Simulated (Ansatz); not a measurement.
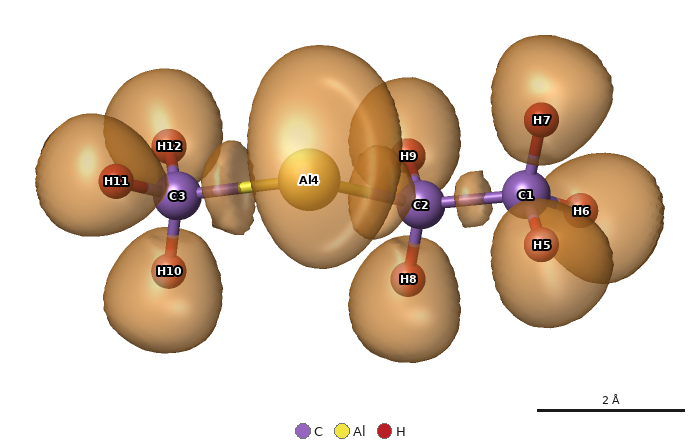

C₃H₈Al (doublet). Isosurface of the electron localisation function at 0.85 (orange), seen from one side. Only the valence region is drawn (cores and ρ < 0.01 e/Å³ removed).

Geometry: r2SCAN-D4/def2-SVP.

All numbers below come from Ansatz 0.2.0, isolated molecule in a Gaussian basis; Kohn-Sham density functional theory, functional PBE0.

The calculation's input:

```
crystal:
  periodic: [false, false, false]
  atoms:
    - {symbol: C, position_ang: [-1.110815, -2.180428, 0.360697]}
    - {symbol: C, position_ang: [0.066896, -1.225352, 0.159415]}
    - {symbol: C, position_ang: [2.596788, 0.660012, 1.309145]}
    - {symbol: Al, position_ang: [1.105800, -0.568988, 1.719538]}
    - {symbol: H, position_ang: [-1.890978, -1.735369, 1.000073]}
    - {symbol: H, position_ang: [-1.593408, -2.460928, -0.591677]}
    - {symbol: H, position_ang: [-0.796658, -3.115990, 0.852194]}
    - {symbol: H, position_ang: [-0.261247, -0.307570, -0.372622]}
    - {symbol: H, position_ang: [0.822428, -1.674729, -0.519038]}
    - {symbol: H, position_ang: [2.211686, 1.551124, 0.778833]}
    - {symbol: H, position_ang: [3.166908, 1.011751, 2.182756]}
    - {symbol: H, position_ang: [3.308219, 0.168785, 0.619135]}
basis:
  gaussian:
    orbitals: def2-TZVPD
magnetization:
  spin_polarized: true
  initial_magnetization: 1
hamiltonian:
  xc: pbe0
output: {forces: true, orbitals: {seedname: orbitals}}
```

Launched as:

```sh
ansatz run input.yaml --threads 2 --pin off --max-ram 4350MiB --events-out events.jsonl --progress --plain --runs-dir runs
```

### Describe the localisation domains.

At this value the surface marks out two regions between bonded Al–C atoms (shared pairs), one region between bonded C–C atoms (shared pairs), eight regions around hydrogen nuclei and one lobe on Al, pointing away from the bonds (non-bonding electrons). Profiles from the grid: C–C (1.53 Å): the ELF peaks at about 0.95 between the atoms: localised, covalent bonding. C–Al (1.98 Å): the ELF peaks at about 0.95 between the atoms, as expected for a shared but strongly polarised pair.
